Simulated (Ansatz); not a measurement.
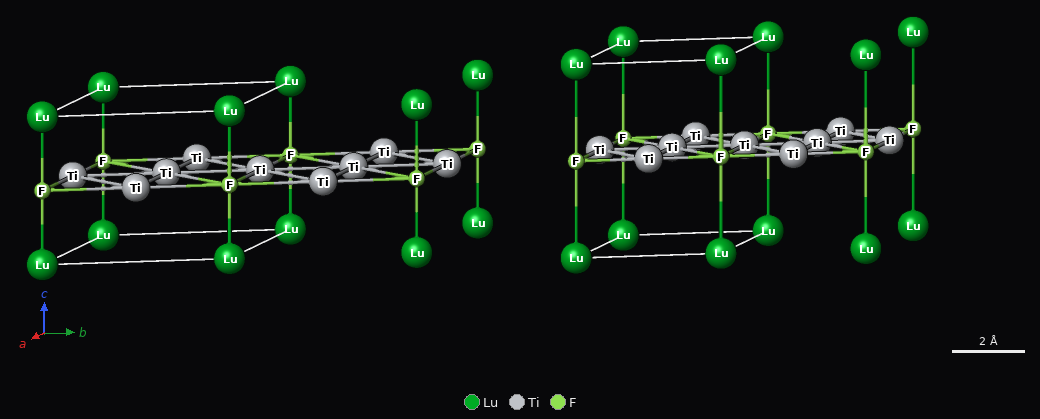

Two geometries of solid LuTi3F (a generated structure, set up in P6/mmm) (coarse preliminary run), drawn at one scale. One is the start of a relaxation, the other its converged end. The picture is a ball-and-stick view of the cell of the calculation, repeated 1 × 2 × 1 with one cell outlined, seen slightly off an axis.

Level of theory: Ansatz, DFT PBE, scalar-relativistic, plane waves, PAW. Set-up: plane-wave cutoff 420 eV; k-point mesh 6 × 6 × 4; occupations gaussian; smearing width 0.1 eV; collinear spin; cell and atoms relaxed; force threshold 0.04 eV/Å; at most 70 steps.

**Which geometry has the lower energy?**

The left one is the relaxed one. No atom moves by more than 0.005 Å relative to the cell. The drawn cell changes as follows: a = b 4.159 → 5.372 Å (+29.2 %), c 5.524 → 4.219 Å (−23.6 %); the volume changes by +27.4 %. Some distances before and after: F–Lu 2.762 → 2.110 Å, Ti–Ti 2.079 → 2.686 Å, F–Ti 2.079 → 2.686 Å, Lu–Ti 3.457 → 3.415 Å. The space group stays P6/mmm (No. 191). Over 11 accepted moves (14 points after the start) the energy falls by 951 meV per atom. All forces vanish by symmetry, so only the cell relaxes. The pressure goes from 35.48 to 0.17 GPa. The line search rejected the trial step at point 6 of the run. The SCF was repeated twice at an unchanged geometry on a basis and grid sized afresh for the cell, which shifted the energy by 85.0 meV per atom at most. The program noted that the starting moments weren't kept. The run may lie on a higher electronic state than the lowest, so the end point isn't shown to be the ground-state structure. Cost: 11 min on 1 thread of Intel(R) Xeon(R) Platinum 8375C CPU @ 2.90GHz (Ice Lake) (shared host), peak memory 0.65 GiB.
